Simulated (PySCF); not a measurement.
## Electronic structure of CuH in real space

```xyz
2

Cu    0.0000    0.0000   -0.0234
H     0.0000    0.0000    1.4586
```

Computed with PySCF, PBE0/def2-TZVPP, non-relativistic Hamiltonian with scalar-relativistic core potentials where named, at a bond length of 1.482 Å.

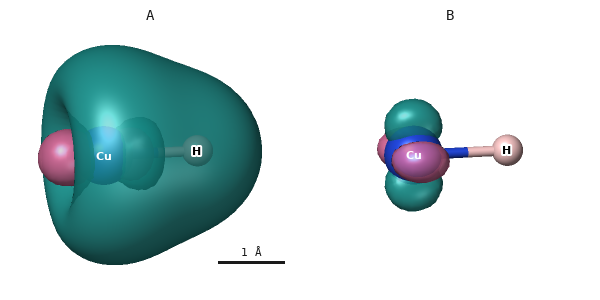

Figure 1. Two frontier orbitals, each drawn at the value that holds 80 % of its norm (teal and pink are the two phases), in no order; of a degenerate pair one member is drawn.

Label each orbital by symmetry, say whether it is occupied, and order them by energy.

Answer. Orbital B: δ, occupied, −7.88 eV; almost wholly on Cu.
Orbital A: σ, occupied, −6.65 eV; mainly on Cu (80 %).

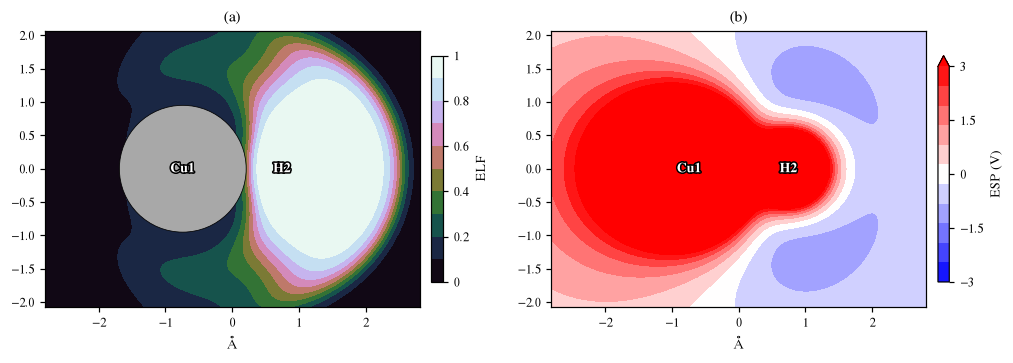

Figure 2. (a) ELF; (b) molecular electrostatic potential on a plane that holds the molecular axis. Grey discs cover the atomic cores in the ELF map.

What does the map show?

Answer. The plane passes through Cu and H nuclei.
Cu–H (1.48 Å): the ELF climbs to about 1 towards the hydrogen.
Outside the dense part of the molecule the potential is most negative (−1.1 V) near H2.

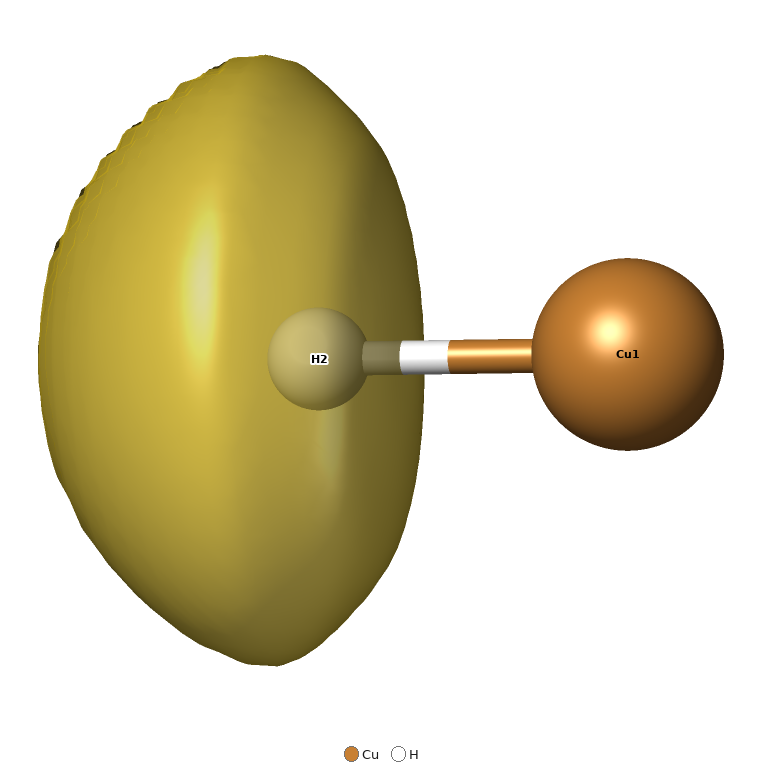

Figure 3. Isosurface of the ELF at 0.75 (yellow), seen from one side. Core shells and regions of very low density are left out.

Describe the localisation domains.

Answer. The surface consists of one region around a hydrogen nucleus.
